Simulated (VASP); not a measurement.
Band structure of HfO$_{2}$ (space group P4_2/nmc). Level of theory: r2SCAN meta-GGA, VASP's PBE PAW potentials (set 64) (plane waves; VASP).

Unless said otherwise, spin-orbit coupling is left out, though it shifts the bands of the heavy elements here.

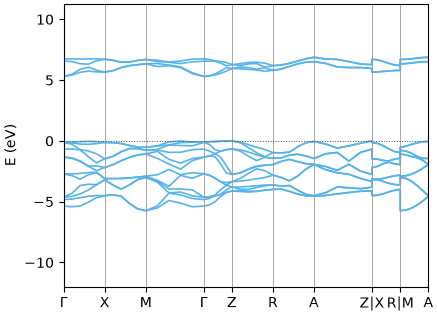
Fig. 1. Bands along high-symmetry lines, zero at the valence-band maximum or, without a gap, the Fermi level

Task: Read the plot: is there a gap, and where are the band edges?

Result: The gap is indirect, 5.29 eV, from the valence maximum at Z to the conduction minimum at Γ.

The structure comes from a computed database's HfO2 entry (P4_2/nmc); how it stands against other phases isn't given here. It was relaxed first.
